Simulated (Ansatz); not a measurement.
# C4H10S (diethyl sulfide): wB97M-V/6-31G(d) (spherical functions)

What is the electronic atomisation energy of C4H10S (diethyl sulfide) at wB97M-V/6-31G* (spherical functions)? 

Program for the calculation: Ansatz 0.2.0.

45 further runs of the same task are left out: 45 set aside as unsound or not needed.

## (1) The molecule

C4H10S: 15 atoms, total charge 0, spin state singlet. SMILES: `CCSCC`. Geometry: relaxed at PBE0-D4/def2-TZVP. This is one conformer, not always the lowest.

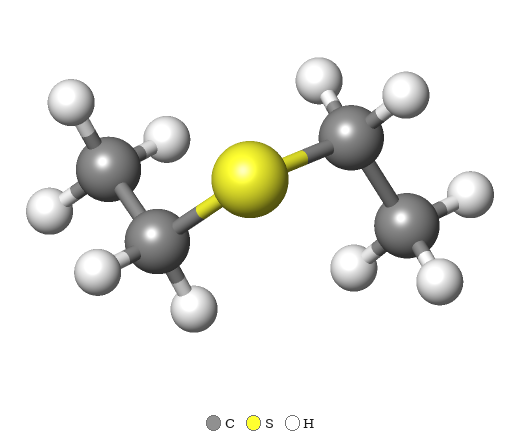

Viewed from a chosen angle; carbon grey, sulfur yellow, hydrogen white.

## (2) The energy at wB97M-V/6-31G(d) (spherical functions)

The input, in.yaml:

```yaml
crystal:
  periodic: [false, false, false]
  atoms:
    - symbol: C
      position_ang: [-1.973500, 0.077200, -0.225200]
    - symbol: C
      position_ang: [-0.909300, -0.781100, -0.878900]
    - symbol: S
      position_ang: [0.234800, -1.576900, 0.269900]
    - symbol: C
      position_ang: [1.046600, -0.160100, 1.041900]
    - symbol: C
      position_ang: [1.852100, 0.706000, 0.094600]
    - symbol: H
      position_ang: [-2.543000, -0.499300, 0.506200]
    - symbol: H
      position_ang: [-2.666800, 0.464900, -0.977100]
    - symbol: H
      position_ang: [-1.537200, 0.936200, 0.289400]
    - symbol: H
      position_ang: [-1.365700, -1.620400, -1.409900]
    - symbol: H
      position_ang: [-0.344200, -0.212900, -1.622000]
    - symbol: H
      position_ang: [0.307100, 0.431800, 1.587200]
    - symbol: H
      position_ang: [1.697200, -0.614700, 1.793500]
    - symbol: H
      position_ang: [2.597900, 0.111800, -0.436800]
    - symbol: H
      position_ang: [1.214400, 1.189000, -0.649100]
    - symbol: H
      position_ang: [2.367900, 1.497700, 0.645600]
basis:
  gaussian: {orbitals: 6-31G_st_-spherical.json}
output: {orbitals: {seedname: orbitals}}
accuracy: high
magnetization: {spin_polarized: false, initial_magnetization: 0}
hamiltonian: {xc: {name: wB97M-V}}
```

The basis set 6-31G* is read from a file made from the Basis Set Exchange's data (not shown).

The run is started by

```bash
$ ansatz run in.yaml --threads 1 --pin off --max-ram 3480MiB --events-out events.jsonl --progress --plain --runs-dir runs
```

Standard output:

```text
Warning: RAYON_NUM_THREADS=1 ignored (pool sized by the plan → 1); use --threads N
Functional definition: wB97M-V
  name "wB97M-V"
  parameter omega = 0.3/bohr
  parameter cx = 0.15
  parameter cx01 = 1.007
  parameter cx10 = 0.259
  parameter css00 = 0.443
  parameter css04 = -1.437
  parameter css10 = -4.535
  parameter css20 = -3.390
  parameter css43 = 4.278
  parameter cos00 = 1.000
  parameter cos10 = 1.358
  parameter cos20 = 2.924
  parameter cos21 = -8.812
  parameter cos60 = -1.390
  parameter cos61 = 9.142
  parameter b = 6.0
  parameter c = 0.01
  gx(w, u) = 1 - cx + cx01*u + cx10*w
  gss(w, u) = css00 + css04*u^4 + css10*w + css20*w^2 + css43*w^4*u^3
  gos(w, u) = cos00 + cos10*w + (cos20 + cos21*u)*w^2 + (cos60 + cos61*u)*w^6
  exchange = spin_sum(e_x_unif_sr(omega)*gx(b97_w, b97_u_x)) + cx*exact_x_sr(omega) + exact_x_lr(omega)
  correlation = spin_sum(e_c_pw_mod_same_spin*gss(b97_w, b97_u_same))
      + integral(e_c_pw_mod_opposite_spin*gos(b97_w_opposite, b97_u_opposite)) + vv10(b, c)
2408 factors; integrals over basis functions are off by at most 3.3e-9 eV
418 factors; integrals over basis functions are off by at most 2.1e-9 eV
mean field evaluation 1: about -15139.8960 eV, gradient 3.4e1 eV
mean field evaluation 2: about -15141.3354 eV, gradient 2.3e1 eV
mean field evaluation 4: about -15142.6119 eV, gradient 7.4e-1 eV
mean field evaluation 8: about -15142.8397 eV, gradient 7.0e-2 eV
mean field evaluation 16: about -15142.8397 eV, gradient 1.6e-5 eV
mean field -15142.83974468 eV, -556.4890964314 hartree, gradient 1.1e-8 eV, S^2 0.000000; 0 other end points of the search recorded, 0 dependent functions left out
reference -15142.83974844 eV, -556.4890965699 hartree; 25, 25 occupied and 69, 69 virtual orbitals, 2408 factors
Total energy: -15142.83974844 eV, -556.4890965699 hartree
```

Run time: 42 s. Hardware: 1 thread of AMD EPYC 9R45 (Zen 5), shared host; peak memory 0.77 GiB.

## (3) The C atom

The input, input.yaml:

```yaml
crystal:
  periodic: [false, false, false]
  atoms:
    - {symbol: C, position_ang: [0.000000, 0.000000, 0.000000]}
basis:
  gaussian: {orbitals: 6-31G_st_-spherical.json}
magnetization: {spin_polarized: true, initial_magnetization: 2}
hamiltonian: {xc: {name: wB97M-V}}
accuracy: high
```

The basis set 6-31G* is read from a file made from the Basis Set Exchange's data (not shown).

Run the same way, it converges to -37.83053 Eh (log not shown).

## (4) The H atom

The input, molecule.yaml:

```yaml
crystal:
  periodic: [false, false, false]
  atoms:
    - symbol: H
      position_ang: [0.000000, 0.000000, 0.000000]
basis:
  gaussian:
    orbitals: "6-31G*"
total_charge: 0
magnetization:
  spin_polarized: true
  initial_magnetization: 1
hamiltonian:
  xc: {name: wB97M-V}
accuracy: high
```

The run is started by

```bash
$ ansatz run molecule.yaml --threads 1 --pin off --max-ram 3480MiB --events-out events.jsonl --progress --plain --runs-dir runs
```

Standard output:

```text
Warning: RAYON_NUM_THREADS=1 ignored (pool sized by the plan → 1); use --threads N
[... 19 set-up lines as earlier in the session ...]
  gx(w, u) = 1 - cx + cx01*u + cx10*w
  gss(w, u) = css00 + css04*u^4 + css10*w + css20*w^2 + css43*w^4*u^3
  gos(w, u) = cos00 + cos10*w + (cos20 + cos21*u)*w^2 + (cos60 + cos61*u)*w^6
[... 2 set-up lines as earlier in the session ...]
      + integral(e_c_pw_mod_opposite_spin*gos(b97_w_opposite, b97_u_opposite)) + vv10(b, c)
3 factors; integrals over basis functions are off by at most 5.4e-10 eV
3 factors; integrals over basis functions are off by at most 5.2e-10 eV
mean field evaluation 1: about -13.3641 eV, gradient 1.9e-2 eV
mean field evaluation 2: about -13.3630 eV, gradient 2.1e-2 eV
mean field evaluation 4: about -13.3630 eV, gradient 1.4e-7 eV
mean field evaluation 8: about -13.3630 eV, gradient 3.2e-8 eV
mean field -13.36299245 eV, -0.4910809148 hartree, gradient 3.2e-8 eV, S^2 0.750000; 0 other end points of the search recorded, 0 dependent functions left out
reference -13.36299388 eV, -0.4910809675 hartree; 1, 0 occupied and 1, 2 virtual orbitals, 3 factors
Total energy: -13.36299388 eV, -0.4910809675 hartree
```

It took 0.26 s on 1 thread of AMD EPYC 9R45 (Zen 5), shared host.

## (5) The S atom at the same level

The input, input.yaml:

```yaml
crystal:
  periodic: [false, false, false]
  atoms:
    - {symbol: S, position_ang: [0.000000, 0.000000, 0.000000]}
basis:
  gaussian: {orbitals: 6-31G_st_-spherical.json}
total_charge: 0
magnetization: {spin_polarized: true, initial_magnetization: 2}
hamiltonian: {xc: {name: wB97M-V}}
accuracy: high
```

The basis set 6-31G* is read from a file made from the Basis Set Exchange's data (not shown).

Run the same way, it converges to -398.06278 Eh (log not shown).

## (6) What came out

Level: wB97M-V/6-31G* (spherical functions).

| quantity | value |
| --- | --- |
| molecule: total energy | -556.48910 Eh |
| molecule: HOMO energy | -8.29 eV |
| molecule: LUMO energy | 3.84 eV |
| molecule: HOMO–LUMO gap | 12.13 eV |
| C atom: total energy | -37.83053 Eh |
| C atom: ⟨S²⟩ | 2.001 |
| H atom: total energy | -0.49108 Eh |
| H atom: ⟨S²⟩ | 0.750 |
| S atom: total energy | -398.06278 Eh |
| S atom: ⟨S²⟩ | 2.002 |
| electronic atomisation energy | 59.685 eV |

In words: Taking the molecule apart into free atoms costs 59.68 eV (5759 kJ/mol), before zero-point energy and without spin-orbit coupling.
